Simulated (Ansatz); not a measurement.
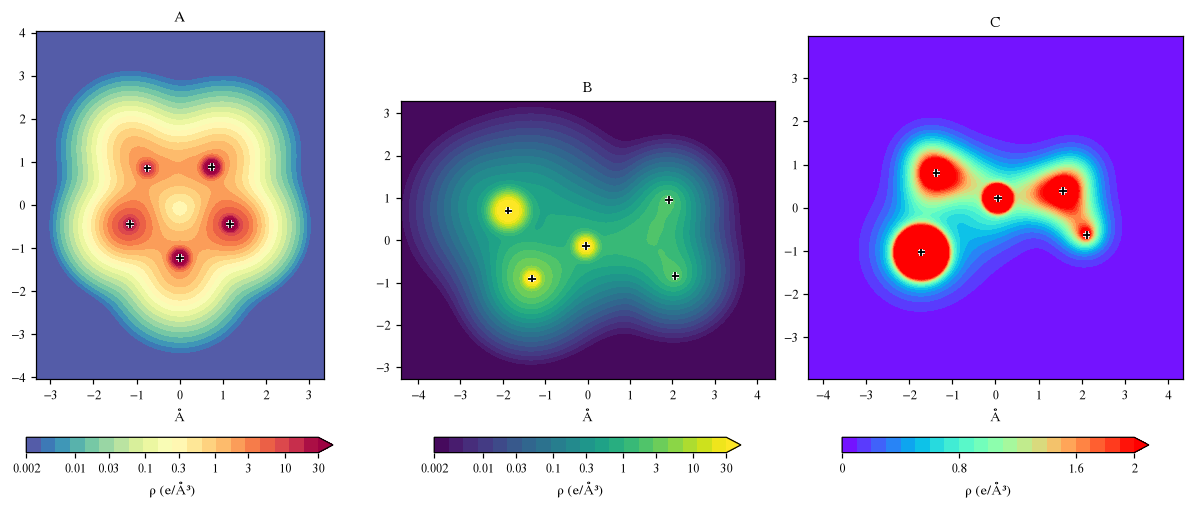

The total electron density of 3 systems, each on a plane through atoms (crosses mark nuclei in the plane).

All numbers below come from SCF PBE0, Gaussian basis in Ansatz.

System 1: C3H6O2 (SMILES C1COCO1), the plane of atoms C1, O5 and C4. 

```
atom    x (Å)    y (Å)    z (Å)
   C  -0.7866  -0.7017   0.1572
   C  -0.6980   0.7864  -0.0087
   O   0.5730   1.0441  -0.5086
   C   1.3377  -0.0838  -0.1613
   O   0.5205  -1.1833   0.1630
   H  -1.2939  -0.9669   1.1095
   H  -1.3384  -1.1562  -0.6941
   H  -0.8211   1.2997   0.9705
   H  -1.4682   1.1555  -0.7192
   H   1.9841   0.1626   0.7083
   H   1.9909  -0.3565  -1.0165
```

System 2: CH5BFNSi (SMILES FCB1N[SiH2]1), the plane of atoms B3, N4 and Si5. 

```xyz
10

F    -1.0320    1.6062    1.5023
C    -0.0093    0.7838    1.5666
B    -0.0081   -0.1315    0.2644
N    -0.5791   -1.2021   -0.5813
Si    0.2210   -0.2398   -1.7277
H     0.9354    1.3865    1.6248
H    -0.0782    0.1540    2.4756
H    -0.0608   -2.0707   -0.4490
H    -0.6978    0.6128   -2.4602
H     1.3918   -0.9503   -2.2124
```

System 3: C2H7BGe (SMILES C[B]1[CH2][GeH2]1), the plane of atoms C1, B2 and C3. 

```yaml
atoms:
  - { symbol: C, position_ang: [-0.8389, 1.5536, -0.2083] }
  - { symbol: B, position_ang: [-0.1522, 0.2242, 0.0636] }
  - { symbol: C, position_ang: [0.3174, -0.8787, 1.0313] }
  - { symbol: Ge, position_ang: [0.9910, -1.4904, -0.6100] }
  - { symbol: H, position_ang: [-0.8631, 1.8030, -1.3264] }
  - { symbol: H, position_ang: [-0.3732, 2.4309, 0.3256] }
  - { symbol: H, position_ang: [-1.9132, 1.5306, 0.1265] }
  - { symbol: H, position_ang: [-0.4347, -1.4529, 1.4910] }
  - { symbol: H, position_ang: [1.1731, -0.5237, 1.7540] }
  - { symbol: H, position_ang: [2.2546, -0.9649, -1.1596] }
  - { symbol: H, position_ang: [-0.0955, -2.2886, -1.4669] }
```

> Match each panel to its system.

Panel A is system 1, C3H6O2: the plane holds C and O. C–O (1.39 Å): ρ at the midpoint is about 2.2 e/Å³, with its minimum of 1.8 e/Å³ about 0.5 Å from C. Panel B is system 2, CH5BFNSi: the plane holds B, N, Si and H. B–N (1.48 Å): ρ is about 1.7 e/Å³ halfway. Panel C is system 3, C2H7BGe: the plane holds C, B, Ge and H. C–B (1.52 Å): ρ is about 1.5 e/Å³ halfway.
